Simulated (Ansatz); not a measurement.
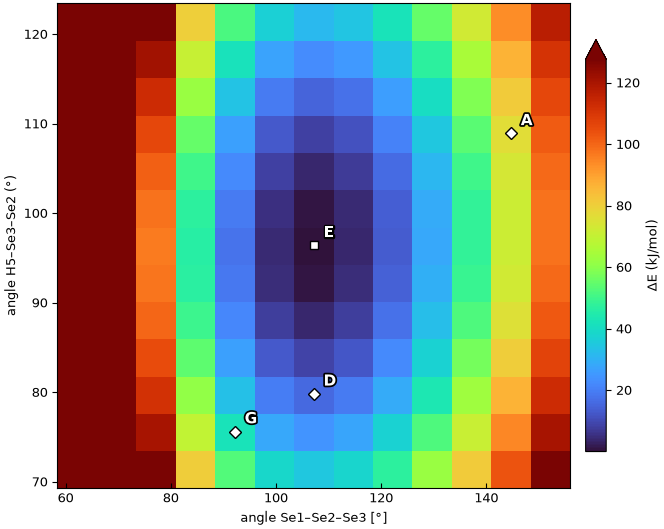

H2Se3. 
- First axis: angle Se1–Se2–Se3. Second axis: angle H5–Se3–Se2.
- Nothing is relaxed (all other coordinates rigid).
- The grid has 13 × 13 points.
- Energies are in kJ/mol, from the relaxed molecule at the same level.
- Energies and slopes of some neighbouring points disagree (a jump in structure or state, or too coarse a mesh).
- Level of theory: RKS SPW92 (LDA)/def2-TZVP in Ansatz.

In the figure: one coloured cell a grid point, one colour for all values above the top of the scale, lettered points.

Is A the lowest point of the computed grid?

Answer. No. A lies 76 kJ/mol above the lowest grid point, which is at angle Se1–Se2–Se3 = 107.2°, angle H5–Se3–Se2 = 96.4°.

Rank the lettered points by energy, lowest first.

Answer. E (0 kJ/mol), D (16 kJ/mol), G (42 kJ/mol), A (76 kJ/mol).
